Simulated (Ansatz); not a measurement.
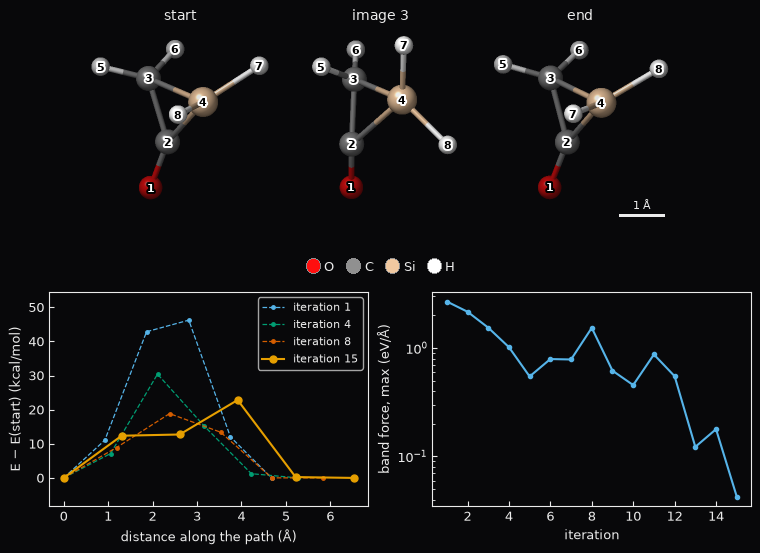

NEB run on C2H4OSi. Images are numbered from 0 (start) to 5 (end). The plot follows the band through its iterations. Style: ball-and-stick. Shown from a free direction.

All numbers below come from RKS revPBE-D4/def2-SVP (Ansatz 0.2.0). Run with 4 movable images; no climbing image; force threshold 0.05 eV/Å; iteration limit 60; starting path by image-dependent pair potential.

Did the band converge, and can the barrier be trusted?

Answer. The run is converged, with reservations. The band converged in 15 iterations. The largest component of the band force went from 2.7 to 0.043 eV/Å. No image climbed, so the highest image needn't lie on the saddle point, and the true maximum along this path can be higher. The first iteration put the highest image at 46.2 kcal/mol. The barrier is about 22.8 kcal/mol in both directions, with image 3 at the top; the ends have the same energy.
